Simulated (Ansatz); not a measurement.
Si$_{2}$H$_{5}$Cl$_{2}$F: several calculations on one system

## 1. Relaxation

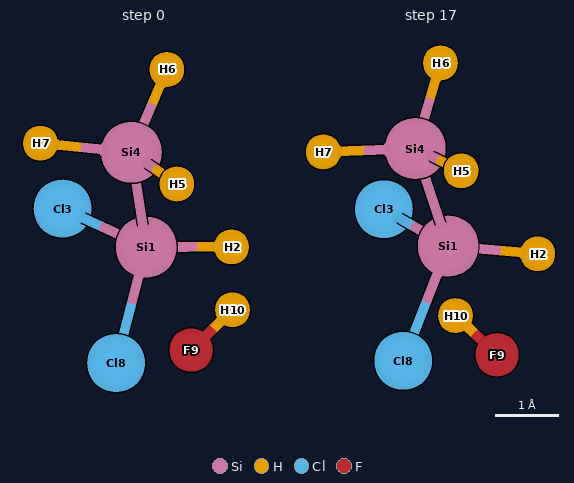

The structure of Si2H5Cl2F before (left) and after (right) a relaxation, at one scale.

Style: ball-and-stick. Shown from a free direction.

The run prepares an end point of a later path (reaction) calculation, from a guessed geometry.

Method: RKS PBE0-D4/def2-SVP in Ansatz.

Input file:
```yaml
crystal:
  periodic: [false, false, false]
  atoms:
    - { symbol: Si, position_ang: [-0.043818, 0.07346, -0.053143] }
    - { symbol: H, position_ang: [-0.180096, -0.102622, 1.402492] }
    - { symbol: Cl, position_ang: [1.94469, 0.361996, -0.52685] }
    - { symbol: Si, position_ang: [-1.162262, 1.973412, -0.820607] }
    - { symbol: H, position_ang: [-2.638035, 1.750362, -0.76642] }
    - { symbol: H, position_ang: [-0.804541, 3.141725, 0.040418] }
    - { symbol: H, position_ang: [-0.73853, 2.23632, -2.227311] }
    - { symbol: Cl, position_ang: [-0.858483, -1.523728, -1.066649] }
    - { symbol: F, position_ang: [1.162325, -2.064152, 1.293881] }
    - { symbol: H, position_ang: [0.974349, -1.455974, 1.960287] }
basis:
  gaussian: { orbitals: def2-SVP }
hamiltonian:
  xc: pbe0
  dispersion: d4
relax:
  f_tol: 0.03
  max_steps: 50
output:
  orbitals: {}
```

Command:
```bash
ansatz run input.yaml --threads 2 --pin off --max-ram 3072MiB --backend cpu --events-out ev --progress --plain --runs-dir out
```

Question: What changed between the two?

Answer: The energy falls by 0.234 eV in 14 accepted moves (17 points after the start). The largest force component goes from 0.53 to 0.022 eV/Å. The line search rejected the trial steps at points 3, 7, 13 of the run. H10 moves most after the best rigid fit: 1.11 Å. Largest moves by element: H 1.11 Å, Cl 0.56 Å, F 0.40 Å, Si 0.30 Å. Among the contacts that change: Si1–Cl3 2.064 → 2.097 Å, Si1–H2 1.473 → 1.483 Å, F9–H10 0.922 → 0.927 Å. Bond angles that change, for instance: H2–Si1–Si4 112.2° → 116.6°, Cl3–Si1–Cl8 112.1° → 108.8°, H2–Si1–Cl3 109.4° → 107.0°. Cost: 56 s on 2 threads of Arm Neoverse V2 (shared host), peak memory 0.26 GiB.

## 2. Relaxation

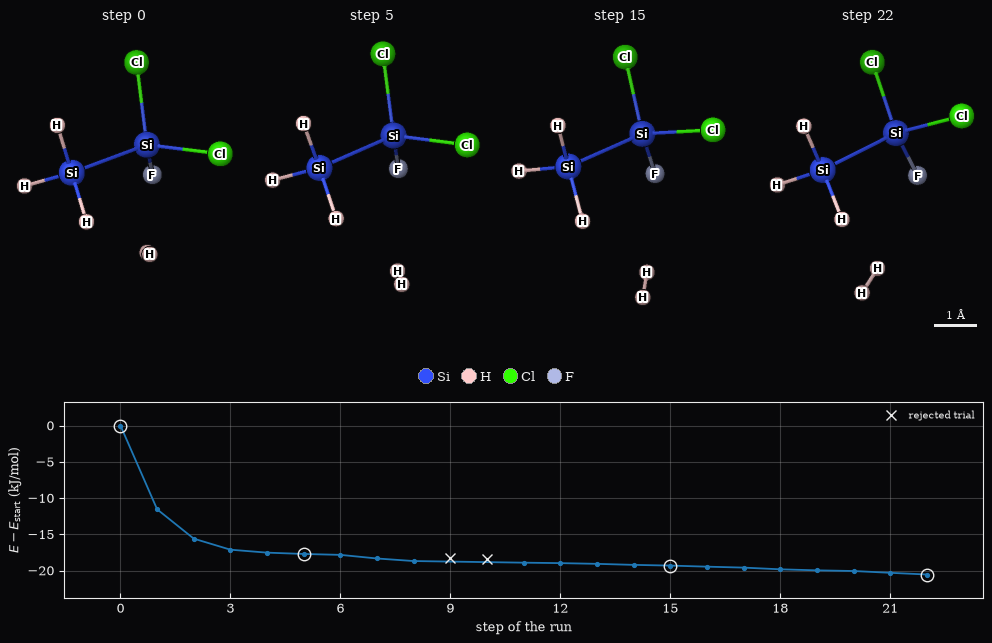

Frames of a relaxation of Si2H5Cl2F, marked on the history of the run. Style: ball-and-stick. Shown at a tilt.

The run prepares an end point of a later path (reaction) calculation, from a guessed geometry.

All numbers below come from RKS PBE0-D4/def2-SVP (Ansatz).

Input
```yaml
crystal:
  periodic: [false, false, false]
  atoms:
    - { symbol: Si, position_ang: [0.197623, -0.473138, -0.527378] }
    - { symbol: H, position_ang: [0.482838, 0.695932, 1.857619] }
    - { symbol: Cl, position_ang: [2.214541, -0.09621, -0.548397] }
    - { symbol: Si, position_ang: [-1.062176, 1.495351, -0.500538] }
    - { symbol: H, position_ang: [-2.421889, 1.193328, 0.036651] }
    - { symbol: H, position_ang: [-0.395571, 2.533107, 0.337753] }
    - { symbol: H, position_ang: [-1.160047, 1.963776, -1.913523] }
    - { symbol: Cl, position_ang: [-0.281477, -1.499575, -2.245936] }
    - { symbol: F, position_ang: [-0.106448, -1.498524, 0.670577] }
    - { symbol: H, position_ang: [0.188206, 0.076752, 2.069274] }
basis:
  gaussian: { orbitals: def2-SVP }
hamiltonian:
  xc: pbe0
  dispersion: d4
relax:
  f_tol: 0.03
  max_steps: 50
output:
  orbitals: {}
```

Launched with:
```bash
ansatz run input.yaml --threads 2 --pin off --max-ram 3072MiB --backend cpu --events-out ev --progress --plain --runs-dir out
```

What happens along the run?

Answer. The energy falls by 20.5 kJ/mol in 20 accepted moves (22 points after the start). Largest force component: 1.6 eV/Å at the start, 0.011 eV/Å at the end. The line search rejected the trial steps at points 9, 10 of the run. The forces were under the threshold at step 5, but the run went on from there. The atom that moves furthest after the best rigid fit is H2 (1.36 Å). By element the largest moves are H 1.36 Å, Cl 1.00 Å, F 0.68 Å, Si 0.35 Å. Among the contacts that change: H2–H10 0.718 → 0.761 Å, Si1–F9 1.606 → 1.620 Å, Si1–Si4 2.337 → 2.329 Å, Si1–Cl8 2.058 → 2.051 Å. Bond angles that change, for instance: Si4–Si1–F9 115.3° → 111.6°, Si4–Si1–Cl8 107.7° → 110.8°. Groups turn about Si1–Si4 by about 20°. From step 0 to 5: H2 moves most (0.74 Å), energy −17.7 kJ/mol. From step 5 to 15: H and Cl atoms move most (0.44 Å), energy −1.60 kJ/mol. From step 15 to 22: H2 moves most (0.66 Å), energy −1.23 kJ/mol.

## 3. Path

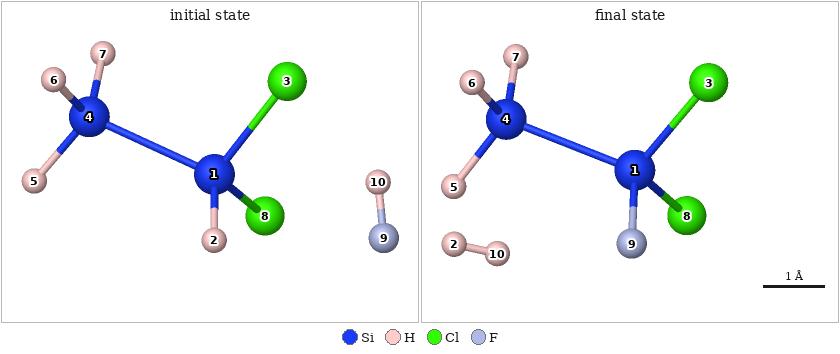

The two relaxed end points of a path for Si₂H₅Cl₂F, made up at the start of Si$_{2}$H$_{4}$Cl$_{2}$ and HF. A ball-and-stick model, seen from a free direction.

All numbers below come from RKS PBE0-D4/def2-SVP (Ansatz 0.2.0).

Settings: 7 movable images; climbing image; force threshold 0.05 eV/Å; iteration limit 43.

Start:
```xyz
10

Si   -0.3039    0.1217    0.0801
H    -0.7013   -0.1494    1.4832
Cl    1.7829    0.3230    0.0635
Si   -1.1787    2.0532   -0.8994
H    -2.6699    1.9748   -0.8874
H    -0.7278    3.2537   -0.1345
H    -0.6809    2.1208   -2.3039
Cl   -0.8250   -1.4797   -1.1056
F     1.1924   -2.2128    1.6759
H     1.7678   -1.6145    1.2642
```

End:
```xyz
10

Si    0.4545   -0.4168   -0.8235
H    -0.6961    0.5649    2.8757
Cl    2.3814    0.0794   -1.3192
Si   -0.8702    1.4840   -0.5836
H    -2.2336    1.0731   -0.1400
H    -0.2452    2.4042    0.4087
H    -0.9373    2.1358   -1.9242
Cl   -0.3109   -1.6625   -2.2615
F     0.5239   -1.2713    0.5506
H    -0.4109   -0.0001    2.4530
```

Q: Predict the minimum-energy path and its barrier.

A: The energy climbs by 32.4 kcal/mol to image 4 and then falls by 55.2 kcal/mol, so the end point sits at −22.8 kcal/mol. Breaking: F9–H10 (0.93 → 1.16 at the top → 2.47 Å), Si1–H2 (1.48 → 1.72 at the top → 4.00 Å). Forming: H2–H10 (2.88 → 1.02 at the top → 0.76 Å), Si1–F9 (3.20 → 1.91 at the top → 1.62 Å). The band converged in 18 iterations, with a climbing image at the top. At the top, the vibrational analysis gives one imaginary mode (1099i cm⁻¹), as a transition state must have.

Energies of the converged images:

| image | path (Å) | E (kcal/mol) |
| --- | --- | --- |
| 0 | 0.00 | 0.0 |
| 1 | 0.85 | 2.0 |
| 2 | 1.69 | 4.0 |
| 3 | 2.54 | 10.2 |
| 4 | 3.38 | 32.4 |
| 5 | 4.16 | 1.8 |
| 6 | 4.94 | -15.2 |
| 7 | 5.73 | -21.9 |
| 8 | 6.51 | -22.8 |

The geometry at the top of the path:

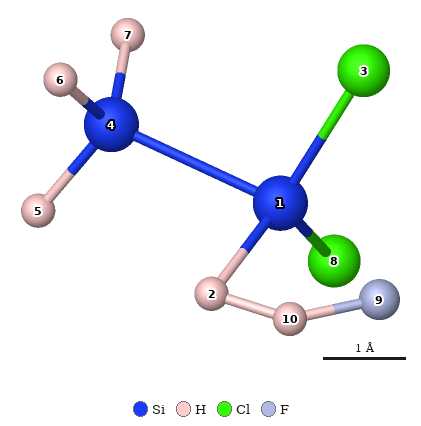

Limits of the set-up: the start holds two separate molecules, 2.3 Å apart at their closest, whose relative position is a soft coordinate.
